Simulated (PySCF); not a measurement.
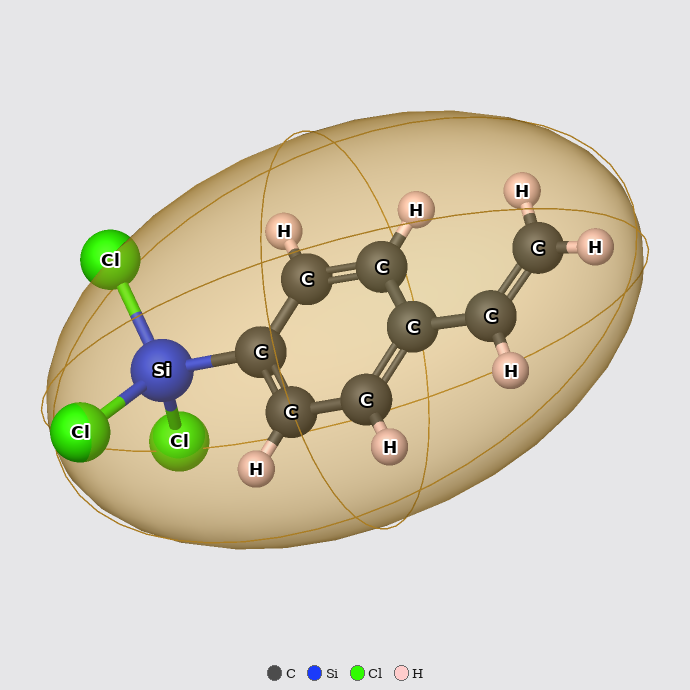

The ellipsoid shows the static dipole polarisability: its half-axes are proportional to the principal values. The geometry was computed by an optimisation with PBE0-D3(BJ)/def2-SVP. No frequency run is at hand to confirm it as a minimum. Level of theory: PBE0/def2-SVPD (PySCF 2.14.0).

> How large and how anisotropic is the polarisability?

Principal values 112.9, 150.9, 236.1 bohr³; mean 166.6 bohr³ (24.69 Å³); anisotropy 109.3 bohr³, so the longest axis is 2.09 times the shortest.
